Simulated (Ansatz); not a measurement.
Partial pair distribution functions of a relaxed model of amorphous Hf18O39B2, broadened by 0.06 Å; density 8.29 g/cm³. All values below come from PBE, scalar-relativistic without spin-orbit coupling (plane waves to 420 eV, PAW; Ansatz, a program for electronic structure).

The cell was made by melting and quenching with the CHGNet potential and then relaxed with DFT. O atoms were pushed apart under 1.9 Å during the dynamics, to hinder bonds among them. The hot cell started wider than the set density and was brought back towards it in steps. It is the lowest in DFT energy of 2 quenches. It is a model cell: composition and starting density were chosen by hand, and all elements were melted together. No dispersion term was used. Its density started from a set value of 8.42 and ended at 8.29 g/cm³. The quench (nominally 380 K/ps over its main leg) was far faster than any real one, so the model tends to hold more defects than a real film. A cell of this size samples the disorder only roughly. Volume and shape were free in the relaxation.

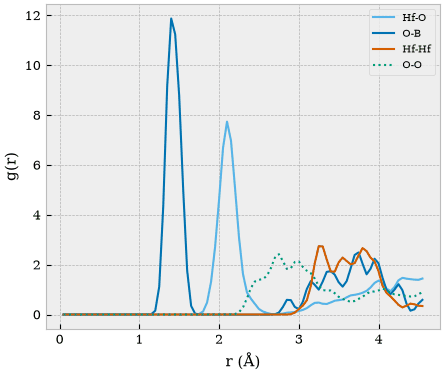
Fig. 1. Partial pair distribution functions

Highest peaks under 4.5 Å: Hf-O near 2.10 Å, O-B near 1.40 Å, Hf-Hf near 3.25 Å, O-O near 2.75 Å; pairs of few atoms are noisy.

Within 2.64 Å each Hf has 6.11 O neighbours on average.
